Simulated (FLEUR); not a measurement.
# FePt (Tetraferroplatinum): parallel and opposed starts, part 2 of 3

Wanted: the moments of FePt (Tetraferroplatinum) and the energy of each order that was tried.

FLEUR MaX-R8.1; PBEsol; all-electron FLAPW, Dirac cores, scalar-relativistic bands.

So far, largest spin moment in the muffin-tin sphere (μB): step 2 (start 1: ferro +) 2.96.

### Step 3. Order 2, typed as antiferro q=(0,1/2,0) +-

An opposed order shows whether neighbours prefer unlike signs.

This order needs a doubled cell of 4 atoms. The mesh is halved along the doubled vector, so that both cells sample the same points. The k list default-1 (kpts.xml, not shown) is a Γ-centred 14×7×14 mesh.

File inp.xml:

```
<?xml version="1.0" encoding="UTF-8" standalone="no"?>
<fleurInput fleurInputVersion="0.39">
   <comment>
      FePt
   </comment>
   <calculationSetup>
      <cutoffs Kmax="3.6" Gmax="10.8" GmaxXC="10.8" numbands="0"/>
      <scfLoop itmax="90" minDistance="0.00002" maxIterBroyd="15" imix="Anderson" alpha="0.05" precondParam="0.0" spinf="2.0" sdNocoIR="T"/>
      <coreElectrons ctail="T" frcor="F" kcrel="1" coretail_lmax="0"/>
      <xcFunctional name="PBEs" relativisticCorrections="F"/>
      <magnetism jspins="2"/>
      <soc l_soc="F" theta="0.0" phi="0.0" spav="F"/>
      <expertModes spex="0" secvar="F"/>
      <geometryOptimization l_f="F" forcealpha="1.0" forcemix="BFGS" epsdisp="0.00001" epsforce="0.00001"/>
      <ldaU l_linMix="F" mixParam="0.05" spinf="1.0"/>
   </calculationSetup>
   <cell>
      <bzIntegration valenceElectrons="64.0" mode="hist" fermiSmearingEnergy="0.00183747">
         <kPointListSelection listName="default-1"/>
         <xi:include xmlns:xi="http://www.w3.org/2001/XInclude" href="kpts.xml"> </xi:include>
      </bzIntegration>
      <xi:include xmlns:xi="http://www.w3.org/2001/XInclude" href="sym.xml"> </xi:include>
      <bulkLattice scale="1.0">
         <bravaisMatrix>
            <row-1>    5.1466691003480998     0.0000000000000000     0.0000000000000000</row-1>
            <row-2>    0.0000000000000000    10.2933382006961995     0.0000000000000000</row-2>
            <row-3>    0.0000000000000000     0.0000000000000000     7.0297811835120001</row-3>
         </bravaisMatrix>
      </bulkLattice>
   </cell>
   <atomSpecies>
      <species name="Iron (Fe) 2.800" element="Fe" atomicNumber="26">
         <mtSphere radius="2.47" gridPoints="817" logIncrement="0.015"/>
         <atomicCutoffs lmax="10" lnonsphr="8"/>
         <electronConfig flipSpins="F">
            <coreConfig>(1s1/2) (2s1/2) (2p1/2) (2p3/2)</coreConfig>
            <valenceConfig>(3s1/2) (3p1/2) (3p3/2) (4s1/2) (3d3/2) (3d5/2)</valenceConfig>
            <stateOccupation state="(3d3/2)" spinUp="1.4" spinDown="1.0"/>
            <stateOccupation state="(3d5/2)" spinUp="3.0" spinDown="0.6"/>
         </electronConfig>
         <energyParameters s="4" p="4" d="3" f="4"/>
         <lo type="SCLO" l="0" n="3" eDeriv="0"/>
         <lo type="SCLO" l="1" n="3" eDeriv="0"/>
      </species>
      <species name="Iron (Fe) -2.800" element="Fe" atomicNumber="26">
         <mtSphere radius="2.47" gridPoints="817" logIncrement="0.015"/>
         <atomicCutoffs lmax="10" lnonsphr="8"/>
         <electronConfig flipSpins="F">
            <coreConfig>(1s1/2) (2s1/2) (2p1/2) (2p3/2)</coreConfig>
            <valenceConfig>(3s1/2) (3p1/2) (3p3/2) (4s1/2) (3d3/2) (3d5/2)</valenceConfig>
            <stateOccupation state="(3d3/2)" spinUp="1.0" spinDown="1.4"/>
            <stateOccupation state="(3d5/2)" spinUp="0.6" spinDown="3.0"/>
         </electronConfig>
         <energyParameters s="4" p="4" d="3" f="4"/>
         <lo type="SCLO" l="0" n="3" eDeriv="0"/>
         <lo type="SCLO" l="1" n="3" eDeriv="0"/>
      </species>
      <species name="Platinum (Pt)" element="Pt" atomicNumber="78">
         <mtSphere radius="2.47" gridPoints="817" logIncrement="0.016"/>
         <atomicCutoffs lmax="10" lnonsphr="8"/>
         <electronConfig flipSpins="F">
            <coreConfig>(1s1/2) (2s1/2) (2p1/2) (2p3/2) (3s1/2) (3p1/2) (3p3/2) (4s1/2) (3d3/2) (3d5/2) (4p1/2) (4p3/2) (5s1/2) (4d3/2) (4d5/2) (4f5/2) (4f7/2)</coreConfig>
            <valenceConfig>(5p1/2) (5p3/2) (6s1/2) (5d3/2) (5d5/2)</valenceConfig>
            <stateOccupation state="(6s1/2)" spinUp="0.500000" spinDown="0.500000"/>
            <stateOccupation state="(5d3/2)" spinUp="1.800000" spinDown="1.800000"/>
            <stateOccupation state="(5d5/2)" spinUp="2.700000" spinDown="2.700000"/>
         </electronConfig>
         <energyParameters s="6" p="6" d="5" f="5"/>
         <lo type="SCLO" l="1" n="5" eDeriv="0"/>
      </species>
   </atomSpecies>
   <atomGroups>
      <atomGroup species="Iron (Fe) 2.800">
         <relPos label="                   1">.0000000000 .0000000000 .0000000000</relPos>
         <force calculate="T" relaxXYZ="TTT"/>
      </atomGroup>
      <atomGroup species="Iron (Fe) -2.800">
         <relPos label="                   2">.0000000000 1.000/2.000 .0000000000</relPos>
         <force calculate="T" relaxXYZ="TTT"/>
      </atomGroup>
      <atomGroup species="Platinum (Pt)">
         <relPos label="                   3">1.000/2.000 1.000/4.000 1.000/2.000</relPos>
         <relPos label="                   4">1.000/2.000 -1.000/4.000 1.000/2.000</relPos>
         <force calculate="T" relaxXYZ="TTT"/>
      </atomGroup>
   </atomGroups>
   <output dos="F" band="F" slice="F">
      <bandDOS minEnergy="-.5*Htr" maxEnergy="0.5*Htr" sigma="0.015" storeEVData="T"/>
      <plotting iplot="0" polar="F">
         <plot TwoD="T" vec1="  1.0  0.0  0.0" vec2="  0.0  1.0  0.0" vec3="  0.0  0.0  1.0" zero="  0.0  0.0  0.0" file="plot"/>
      </plotting>
      <moessbauerParams electricFieldGradient="F" isomerShift="T" coreHyperfine="T" valenceHyperfine="T"/>
   </output>
</fleurInput>
```

File crystal.txt:

```
FePt
&input film=F cartesian=F /
2.72350000000  0.00000000000  0.00000000000
0.00000000000  5.44700000000  0.00000000000
0.00000000000  0.00000000000  3.72000000000
1.8897261246
1.0 1.0 1.0

4
26 0.00000000000  0.00000000000  0.00000000000 : 2.800
26 0.00000000000  0.50000000000  0.00000000000 : -2.800
78 0.50000000000  0.25000000000  0.50000000000
78 0.50000000000  0.75000000000  0.50000000000

&kpt div1=14 div2=7 div3=14 gamma=T /
```

Command:

```
OMP_NUM_THREADS=1 inpgen -f crystal.txt > inpgen.log  # inp.xml is then edited as shown
OMP_NUM_THREADS=1 mpirun -n 4 fleur_MPI > fleur.log
```

The program printed:

```text
[banner, memory and clock lines left out]
Welcome to FLEUR        (www.flapw.de)
      MaX-Release 8.1          (www.max-centre.eu)

 ========== k-point set info ==========
 Selected k-point list: default-1
 k-point list type: mesh
 14 x 7 x 14
 Number of k points: 256

 ------------Calculation Setup---------------------------
 Number of PE/node        :            4
 Number of OMP-threads    :            1
 k-points in parallel     :            4
 pe's per k-point         :            1
 No of k-point loops      :           64
 Eigenvalue solver        :       lapack
 Number of basis functions:          328
 Approximate size of matrices (H+S) per k-point:         0.002 GB
 [... lines of the core solver left out ...]
 Iteration:     1   Distance:      38.39565050 me/bohr^3
 Iteration:     2   Distance:      16.95188167 me/bohr^3
 Iteration:     3   Distance:      13.64241403 me/bohr^3
 Iteration:     4   Distance:       9.15150005 me/bohr^3
 Iteration:     5   Distance:       6.55543240 me/bohr^3
 Iteration:     6   Distance:       6.58336498 me/bohr^3
 Iteration:     7   Distance:       3.19649261 me/bohr^3
 Iteration:     8   Distance:       1.80173944 me/bohr^3
 Iteration:     9   Distance:       0.73262701 me/bohr^3
 Iteration:    10   Distance:       0.90199688 me/bohr^3
 Iteration:    11   Distance:       0.44401931 me/bohr^3
 Iteration:    12   Distance:       0.37583829 me/bohr^3
 Iteration:    13   Distance:       0.05557358 me/bohr^3
 Iteration:    14   Distance:       0.05064136 me/bohr^3
 Iteration:    15   Distance:       0.02842784 me/bohr^3
 Iteration:    16   Distance:       0.02362989 me/bohr^3
 Iteration:    17   Distance:       0.01800272 me/bohr^3
 Iteration:    18   Distance:       0.01210738 me/bohr^3
 Iteration:    19   Distance:       0.00682250 me/bohr^3
 Iteration:    20   Distance:       0.00391327 me/bohr^3
 Iteration:    21   Distance:       0.00111583 me/bohr^3
 Iteration:    22   Distance:       0.00108835 me/bohr^3
 Iteration:    23   Distance:       0.00026090 me/bohr^3
 Iteration:    24   Distance:       0.00015244 me/bohr^3
 Iteration:    25   Distance:       0.00008133 me/bohr^3
 Iteration:    26   Distance:       0.00006054 me/bohr^3
 Iteration:    27   Distance:       0.00001577 me/bohr^3

 ********************************************************************
 Run finished successfully
 Stop message:
   all done
 ********************************************************************

--- out.xml (last complete iteration) ---
<iteration numberForCurrentRun="   27" overallNumber="   27">
         [... left out ...]
         <bandgap value="0.0006297638" units="eV"/>
         <sumValenceSingleParticleEnergies value="-37.0235419645" units="Htr"/>
         <FermiEnergy value="0.4275164585" units="Htr"/>
         <valenceDensity>
            <mtCharges spin="1">
               <mtCharge atomType="1" total="9.0622998" s="1.2348441" p="3.2525359" d="4.5412417" f="0.0249281"/>
               <mtCharge atomType="2" total="6.1396339" s="1.2094410" p="3.2376753" d="1.6576774" f="0.0257105"/>
               <mtCharge atomType="3" total="7.2458192" s="0.2701491" p="3.1960198" d="3.7491502" f="0.0238343"/>
            </mtCharges>
            <mtCharges spin="2">
               <mtCharge atomType="1" total="6.1396227" s="1.2094399" p="3.2376735" d="1.6576694" f="0.0257104"/>
               <mtCharge atomType="2" total="9.0622990" s="1.2348455" p="3.2525378" d="4.5412376" f="0.0249282"/>
               <mtCharge atomType="3" total="7.2458220" s="0.2701491" p="3.1960197" d="3.7491533" f="0.0238343"/>
            </mtCharges>
            <spinDependentCharge spin="1" total="32.0000033" interstitial="2.3064313" mtSpheres="29.6935720"/>
            <spinDependentCharge spin="2" total="31.9999967" interstitial="2.3064309" mtSpheres="29.6935658"/>
            <totalCharge value="64.0000000000"/>
         </valenceDensity>
         [... left out ...]
         <magneticMomentsInMTSpheres units="muBohr">
            <globalMagMoment atomType="1" vec="0.00000   0.00000   2.92269"/>
            <localMagMoment atomType="1" vec="0.00000   0.00000   2.92269"/>
            <globalMagMoment atomType="2" vec="0.00000   0.00000  -2.92268"/>
            <localMagMoment atomType="2" vec="0.00000   0.00000  -2.92268"/>
            <globalMagMoment atomType="3" vec="0.00000   0.00000   0.00000"/>
            <localMagMoment atomType="3" vec="0.00000   0.00000   0.00000"/>
         </magneticMomentsInMTSpheres>
         [... left out ...]
         <totalEnergy value="   -39426.4772550099" units="Htr">
            <sumOfEigenvalues value="   -24116.8302515435">
               <coreElectrons value="-24079.8067095790"/>
               <valenceElectrons value="-37.0235419645"/>
            </sumOfEigenvalues>
            <densityCoulombPotentialIntegral value="-67828.8570263605"/>
            <densityEffectivePotentialIntegral value="-68899.9832574269"/>
            <chargeDenXCDenIntegral value="-813.7615446104"/>
            <FockExchangeEnergyValence value="0.0000000000"/>
            <FockExchangeEnergyCore value="0.0000000000"/>
         [... left out ...]
            <tkbTimesEntropy value="0.0011923218"/>
            <freeEnergy value="-39426.4784473317"/>
            <extrapolationTo0K value="-39426.4778511708"/>
         </totalEnergy>
         <densityConvergence units="me/bohr^3">
            <chargeDensity spin="1" distance="0.0000095285"/>
            <chargeDensity spin="2" distance="0.0000091559"/>
            <overallChargeDensity distance="0.0000100346"/>
            <spinDensity distance="0.0000157655"/>
         </densityConvergence>
      </iteration>
```

The job ended after 6.5 min (4 MPI ranks of Arm Neoverse N1, shared host; peak memory 0.43 GiB; 26 min of CPU time).

Spin moment in the muffin-tin sphere by atom:

| atom | spin moment in the muffin-tin sphere (μB) |
| --- | --- |
| Fe1 | 2.92 |
| Fe2 | -2.92 |
| Pt3 | 0.00 |
| Pt4 | 0.00 |

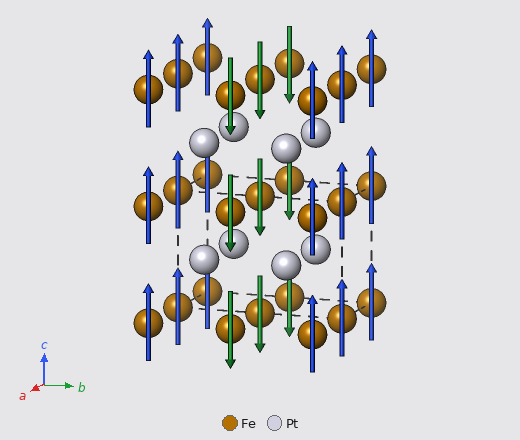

Spin moment in the muffin-tin sphere as arrows, the longest 2.92 μB. Up and down stand for the sign. Arrows give size and sign along the axis of quantisation, drawn up and down the page. The two directions have two colours. 2×1×2 cells are drawn. Some periodic images of atoms are drawn too.

Numbers from this step:

```
free energy                                                       : -1072849.1333 eV
program's band gap on this mesh (in a metal only a level spacing) : 6.30e-4 eV
magnetization                                                     : 0 μB
final state                                                       : antiferromagnetic
```

It lies 13.4 meV a seeded atom over the first start, and its largest moment is 2.92 μB against 2.96 μB.

### Step 4. Order 3, typed as no spin polarisation

A spinless run gives the zero against which the gain from the moments is read.

The k list default-1 (kpts.xml, not shown) is a Γ-centred 14×14×14 mesh.

inp.xml, as its differences from that of step 3:

```diff
@@ -10,3 +10,3 @@
       <xcFunctional name="PBEs" relativisticCorrections="F"/>
-      <magnetism jspins="2"/>
+      <magnetism jspins="1"/>
       <soc l_soc="F" theta="0.0" phi="0.0" spav="F"/>
@@ -17,3 +17,3 @@
    <cell>
-      <bzIntegration valenceElectrons="64.0" mode="hist" fermiSmearingEnergy="0.00183747">
+      <bzIntegration valenceElectrons="32.0" mode="hist" fermiSmearingEnergy="0.00183747">
          <kPointListSelection listName="default-1"/>
@@ -25,3 +25,3 @@
             <row-1>    5.1466691003480998     0.0000000000000000     0.0000000000000000</row-1>
-            <row-2>    0.0000000000000000    10.2933382006961995     0.0000000000000000</row-2>
+            <row-2>    0.0000000000000000     5.1466691003480998     0.0000000000000000</row-2>
             <row-3>    0.0000000000000000     0.0000000000000000     7.0297811835120001</row-3>
@@ -31,3 +31,3 @@
    <atomSpecies>
-      <species name="Iron (Fe) 2.800" element="Fe" atomicNumber="26">
+      <species name="Iron (Fe)" element="Fe" atomicNumber="26">
          <mtSphere radius="2.47" gridPoints="817" logIncrement="0.015"/>
@@ -37,17 +37,4 @@
             <valenceConfig>(3s1/2) (3p1/2) (3p3/2) (4s1/2) (3d3/2) (3d5/2)</valenceConfig>
-            <stateOccupation state="(3d3/2)" spinUp="1.4" spinDown="1.0"/>
-            <stateOccupation state="(3d5/2)" spinUp="3.0" spinDown="0.6"/>
-         </electronConfig>
-         <energyParameters s="4" p="4" d="3" f="4"/>
-         <lo type="SCLO" l="0" n="3" eDeriv="0"/>
-         <lo type="SCLO" l="1" n="3" eDeriv="0"/>
-      </species>
-      <species name="Iron (Fe) -2.800" element="Fe" atomicNumber="26">
-         <mtSphere radius="2.47" gridPoints="817" logIncrement="0.015"/>
-         <atomicCutoffs lmax="10" lnonsphr="8"/>
-         <electronConfig flipSpins="F">
-            <coreConfig>(1s1/2) (2s1/2) (2p1/2) (2p3/2)</coreConfig>
-            <valenceConfig>(3s1/2) (3p1/2) (3p3/2) (4s1/2) (3d3/2) (3d5/2)</valenceConfig>
-            <stateOccupation state="(3d3/2)" spinUp="1.0" spinDown="1.4"/>
-            <stateOccupation state="(3d5/2)" spinUp="0.6" spinDown="3.0"/>
+            <stateOccupation state="(3d3/2)" spinUp="1.200000" spinDown="1.200000"/>
+            <stateOccupation state="(3d5/2)" spinUp="1.800000" spinDown="1.800000"/>
          </electronConfig>
@@ -72,3 +59,3 @@
    <atomGroups>
-      <atomGroup species="Iron (Fe) 2.800">
+      <atomGroup species="Iron (Fe)">
          <relPos label="                   1">.0000000000 .0000000000 .0000000000</relPos>
@@ -76,9 +63,4 @@
       </atomGroup>
-      <atomGroup species="Iron (Fe) -2.800">
-         <relPos label="                   2">.0000000000 1.000/2.000 .0000000000</relPos>
-         <force calculate="T" relaxXYZ="TTT"/>
-      </atomGroup>
       <atomGroup species="Platinum (Pt)">
-         <relPos label="                   3">1.000/2.000 1.000/4.000 1.000/2.000</relPos>
-         <relPos label="                   4">1.000/2.000 -1.000/4.000 1.000/2.000</relPos>
+         <relPos label="                   2">1.000/2.000 1.000/2.000 1.000/2.000</relPos>
          <force calculate="T" relaxXYZ="TTT"/>
```

File crystal.txt:

```
FePt
&input film=F cartesian=F /
2.72350000000  0.00000000000  0.00000000000
0.00000000000  2.72350000000  0.00000000000
0.00000000000  0.00000000000  3.72000000000
1.8897261246
1.0 1.0 1.0

2
26 0.00000000000  0.00000000000  0.00000000000
78 0.50000000000  0.50000000000  0.50000000000

&kpt div1=14 div2=14 div3=14 gamma=T /
```

The program printed:

```text
[banner, memory and clock lines left out]
Welcome to FLEUR        (www.flapw.de)
      MaX-Release 8.1          (www.max-centre.eu)

 ========== k-point set info ==========
 Selected k-point list: default-1
 k-point list type: mesh
 14 x 14 x 14
 Number of k points: 288

 [... set-up left out ...]
 Iteration:     1   Distance:       0.00000000 me/bohr^3

 ********************************************************************
 Run finished successfully
 Stop message:
   all done
 ********************************************************************
```

Elapsed: 3.4 s, on 4 MPI ranks; peak memory 0.17 GiB.

The run ended without a usable result.

### Step 5. Ranking

Free energies are divided by the number of seeded atoms, so that cells of unlike size compare. Wavevectors q in the names are fractions of the primitive cell's reciprocal vectors.

Orders:

| start | final state | typed order kept | energy over the lowest (meV a seeded atom) | largest sphere moment (μB) | net moment (μB a primitive cell) | mesh matched | CPU time (s) |
| --- | --- | --- | --- | --- | --- | --- | --- |
| ferro + | ferromagnetic | yes | 0 | 2.964 | 3.284 | yes | 353.1 |
| antiferro q=(0,1/2,0) +- | antiferromagnetic | yes | 13.4 | 2.923 | 0 | yes | 1570 |

(Part 2 of 3 ends here.)

[Logs and program files are shortened in this print: banners, set-up blocks, solver, clock and traceback lines can be left out without a mark of their own.]

[Logs are printed without paths, hosts, clocks, repeated set-up lines and the standing remarks that a program may print on its own settings, such as how far it seeks lower states.]

[Hosts, paths, dates, database ids (printed as entryN), source tags and the programs' standing remarks are cut or masked in the printed files.]

[Where a cell is said to come from a database of computed structures, the database is the Materials Project.]
